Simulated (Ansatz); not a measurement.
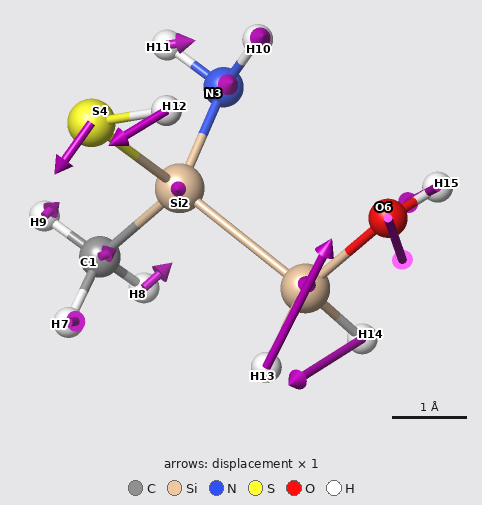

A relaxation of CH9NOSSi2. The starting structure is drawn; purple arrows show the displacements, at their true length. The two geometries are superimposed by the best rigid fit.

The picture is a ball-and-stick view, seen at a tilt.

The run prepares an end point of a later path (hydrogen shift) calculation, from a guessed geometry.

Method: RKS B3LYP/6-31G* in Ansatz 0.2.0. Set-up: no spin polarisation; force threshold 0.02 eV/Å; at most 50 steps.

Q: Describe the change and its energy.

A: The largest move after the best rigid fit is that of an H atom, 2.08 Å. Largest moves by element: H 2.08 Å, O 1.75 Å, S 0.87 Å, N 0.46 Å, Si 0.31 Å, C 0.29 Å. Some distances before and after: C–H 1.015 → 1.097 Å, N–Si 1.684 → 1.754 Å, C–Si 1.832 → 1.884 Å, H–Si 1.524 → 1.486 Å. Bond angles that change, for instance: N–Si–S 101.8° → 117.4°, N–Si–Si 112.8° → 102.6°, Si–N–H 110.7° → 117.9°. Groups turn about O–Si by about 115°, Si–Si by about 95°. Over 42 accepted moves (48 points after the start) the energy falls by 14.9 kcal/mol. Largest force component: 3 eV/Å at the start, 0.014 eV/Å at the end. The line search rejected the trial steps at points 4, 15, 16, 30, 32, 39 of the run. The run took 4.9 min on 2 threads of AMD EPYC 7R43 64-Core Processor (Zen 3), with other jobs on the host, peak memory 0.34 GiB.
